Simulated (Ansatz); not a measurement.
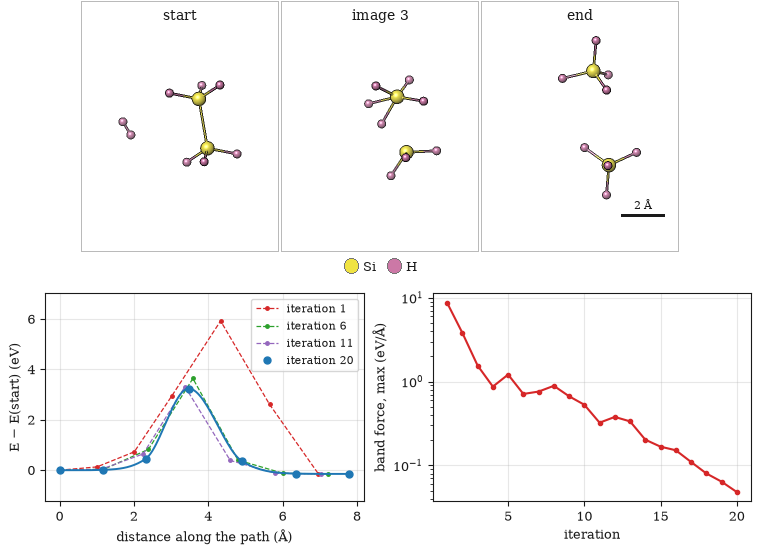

NEB run on Si$_{2}$H$_{8}$, made up at the start of Si2H6 and H₂. Images are numbered from 0 (start) to 6 (end). The plot follows the band through its iterations. A ball-and-stick model, seen at a tilt.

Computed with Ansatz 0.2.0, RKS PBE0/6-31G*. Settings: 5 movable images; climbing image; force threshold 0.05 eV/Å; iteration limit 60; starting path through a guess of the saddle point.

### Judge this run.

The result is final at these settings. The band converged in 20 iterations. The largest component of the band force went from 8.7 to 0.048 eV/Å. The climbing image converged on the top of the path. Its vibrational analysis gives one imaginary mode (1719i cm⁻¹), as a transition state must have. The first iteration put the highest image at 5.92 eV. Forward barrier 3.24 eV, backward barrier 3.39 eV, with image 3 at the top; the reaction energy is −0.15 eV.

Limits of the set-up: the start holds two separate molecules, 3.0 Å apart at their closest, whose relative position is a soft coordinate and is computed without a dispersion correction.

Cost: 3.5 min on 1 thread of Arm Neoverse V1 (shared host), peak memory 0.11 GiB.
